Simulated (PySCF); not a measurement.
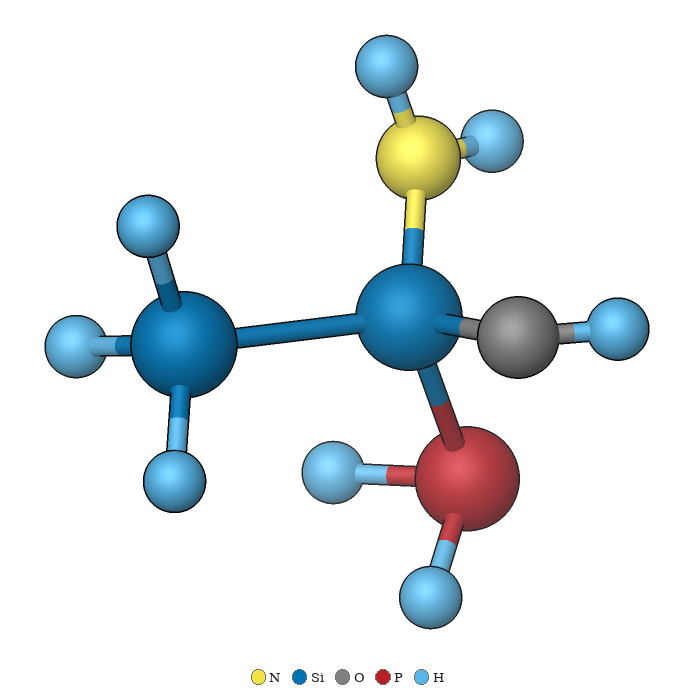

The picture shows a molecular structure as a ball-and-stick model.

Computed geometry: PBE0-D3(BJ)/def2-SVP optimisation. No frequency run is at hand to confirm it as a minimum.

Question: Give the formula.

Answer: H8NOPSi2, 13 atoms: 8 hydrogen, 1 nitrogen, 1 oxygen, 1 phosphorus and 2 silicon.

Question: Name functional groups in it.

Answer: Among them: Si–H bond, Si–O bond, Si–N bond.

Question: Does it have rings?

Answer: It has no ring.

Question: How many bonds of each kind are drawn?

Answer: 3 Si–H, 2 N–H, 2 P–H, 1 N–Si, 1 O–Si, 1 Si–Si, 1 P–Si, 1 O–H.

Question: What is the point group of this geometry?

Answer: C1.

More results for the same structure follow; atom numbers are the same in all pictures, views and colours differ.

### Shape

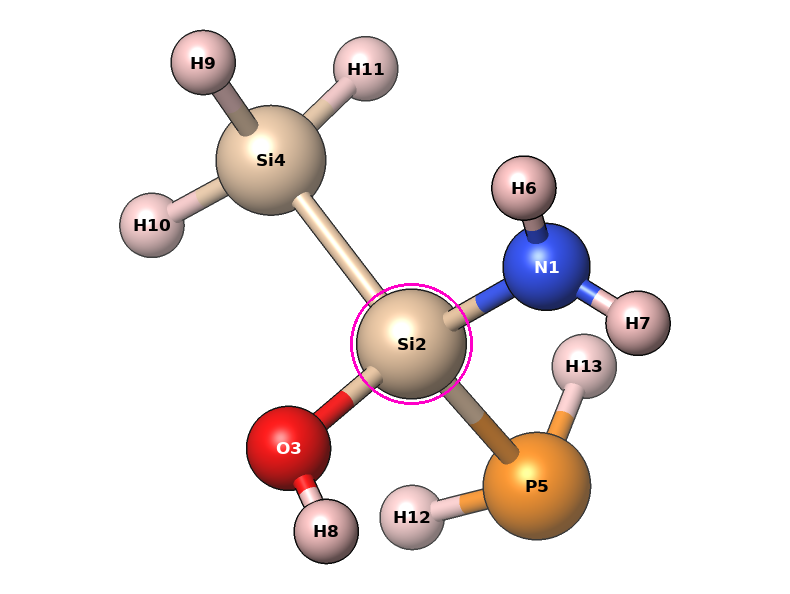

Distant atoms are faded towards the background colour. Circles mark the stereogenic atoms. No frequency run is at hand to confirm it as a minimum.

Question: Assign CIP descriptors.

Answer: Si2: R (priorities P5 > Si4 > O3 > N1).

### Levels of theory compared

No frequency run is at hand to confirm it as a minimum. Program: PySCF 2.14.0.

Compare HOMO–LUMO gap (eV), HOMO energy (eV), dipole (D) at these levels: B97-2/pcSseg-1; BHandHLYP/pcSseg-1; CAM-B3LYP/pcSseg-1; LC-wPBE/pcSseg-1; PBE0/6-31G; PBE0/STO-3G; PBE0/pcSseg-1; WP04/pcSseg-1; mPW1PW91/pcSseg-1; ωB97X-D/pcSseg-1.

| level | HOMO–LUMO gap (eV) | HOMO energy (eV) | dipole (D) |
| --- | --- | --- | --- |
| B97-2/pcSseg-1 | 6.92 | −6.89 | 1.94 |
| BHandHLYP/pcSseg-1 | 8.97 | −8.06 | 2.01 |
| CAM-B3LYP/pcSseg-1 | 9.38 | −8.31 | 2.01 |
| LC-wPBE/pcSseg-1 | 11.78 | −9.63 | 1.93 |
| PBE0/6-31G | 7.44 | −7.04 | 1.86 |
| PBE0/STO-3G | 9.10 | −3.55 | 1.21 |
| PBE0/pcSseg-1 | 7.14 | −7.11 | 1.95 |
| WP04/pcSseg-1 | 6.56 | −8.22 | 1.93 |
| mPW1PW91/pcSseg-1 | 7.16 | −7.14 | 1.94 |
| ωB97X-D/pcSseg-1 | 10.63 | −8.89 | 1.96 |

### Charges

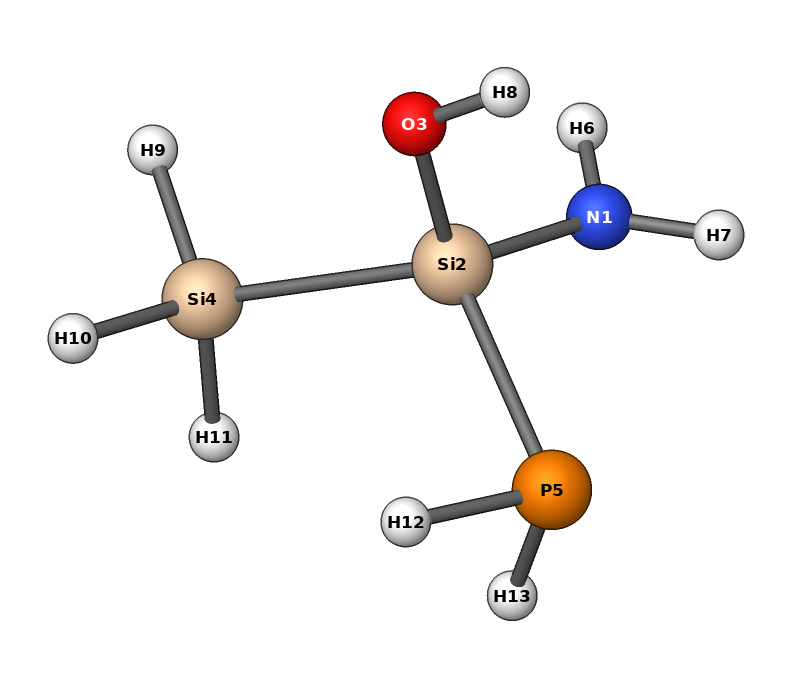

The questions are on ESP-fitted charges. No frequency run is at hand to confirm it as a minimum. Level of theory: PBE0/STO-3G, gas phase (PySCF 2.14.0).

Give the ESP-fitted charges atom by atom.

| atom | value (e) |
| --- | --- |
| N1 | −0.94 |
| Si2 | 0.84 |
| O3 | −0.61 |
| Si4 | 0.04 |
| P5 | −0.29 |
| H6 | 0.31 |
| H7 | 0.32 |
| H8 | 0.33 |
| H9 | −0.03 |
| H10 | −0.04 |
| H11 | −0.05 |
| H12 | 0.05 |
| H13 | 0.06 |

### NMR shielding

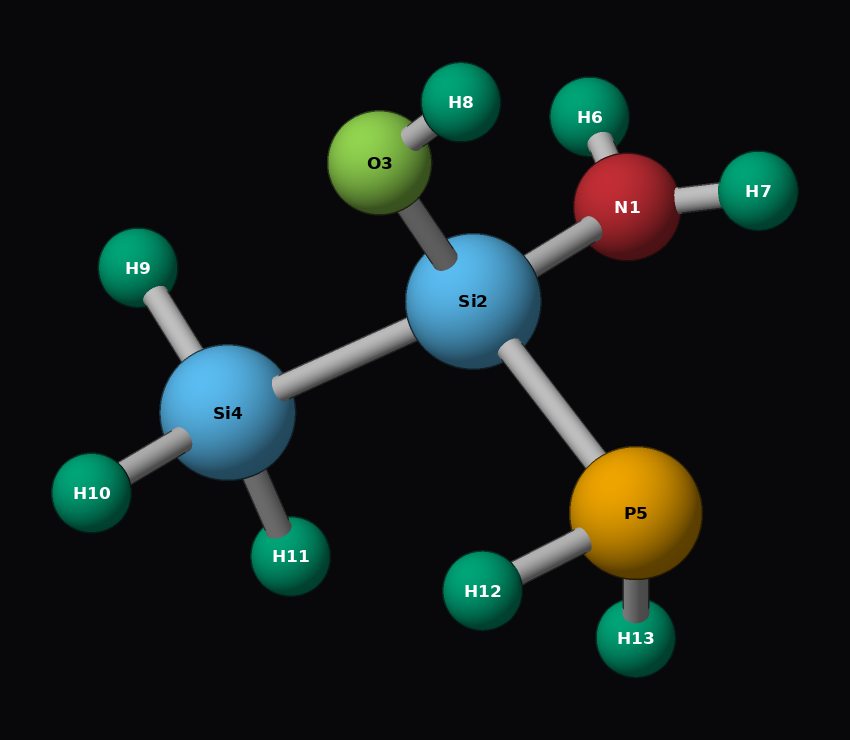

No frequency run is at hand to confirm it as a minimum. Method: GIAO B97-2/pcSseg-1 NMR shielding, non-relativistic, gas phase (PySCF 2.14.0). Principal shieldings σ11 ≤ σ22 ≤ σ33, span Ω = σ33 − σ11, skew κ = 3(σiso − σ22)/Ω.

Give the shielding tensors of the P atoms.

```
atom    σ11    σ22    σ33   σiso      Ω      κ
  P5  503.2  583.2  618.4  568.3  115.3  −0.39
```

Shieldings and span in ppm.

### Quadrupole coupling

No frequency run is at hand to confirm it as a minimum. Electric field gradients from the ground-state density, PBE0/6-31G (PySCF 2.14.0), non-relativistic apart from any core potentials.

Give the largest field-gradient component, the quadrupole coupling constant and the asymmetry for 14N at N1 (Q = 20.44 mb), 17O at O3 (Q = −25.6 mb), 2H at H6 (Q = 2.86 mb), 2H at H7 (Q = 2.86 mb).

```
atom  V_zz (a.u.)  e²qQ/h (MHz)     η
  N1       −0.928         −4.46  0.20
  O3        1.438         −8.65  0.65
  H6        0.421         0.283  0.16
  H7        0.420         0.282  0.16
```
